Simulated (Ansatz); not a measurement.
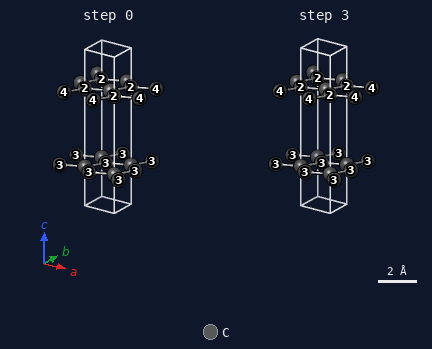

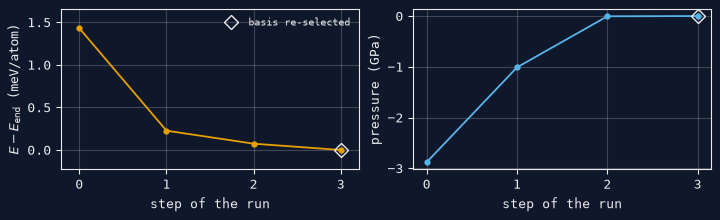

First and last geometry of a relaxation of crystalline C (built on the graphite type), with the history of the run. The picture is a ball-and-stick view of the cell of the calculation, seen slightly off an axis.

Case: volume 11.260 Å^3/atom.

Theory: DFT PBE, spin-orbit coupling, plane waves, PAW (Ansatz). (plane-wave cutoff 420 eV; k-point mesh 10 × 10 × 4; occupations gaussian; smearing width 0.05 eV; spin-orbit; cell relaxed at fixed volume; force threshold 0.01 eV/Å; at most 40 steps)

Read the history and describe the run.

It converged. The atoms keep their places relative to the cell (all moves are under 0.005 Å). The drawn cell changes at constant volume: a = b 2.478 → 2.466 Å (−0.4 %), c 8.473 → 8.550 Å (+0.9 %). Among the contacts that change: C–C 1.430 → 1.424 Å. The space group stays P6_3/mmc (No. 194). The energy falls by 1.4 meV per atom in 2 accepted moves (3 points after the start). All forces vanish by symmetry, so only the cell relaxes. The pressure goes from −2.88 to 0.00 GPa. At 1 point the geometry stayed and the basis and grid were re-selected for the new cell (energy shift of 0.1 meV per atom at most each time). The run took roughly 30 core-seconds on a shared host.
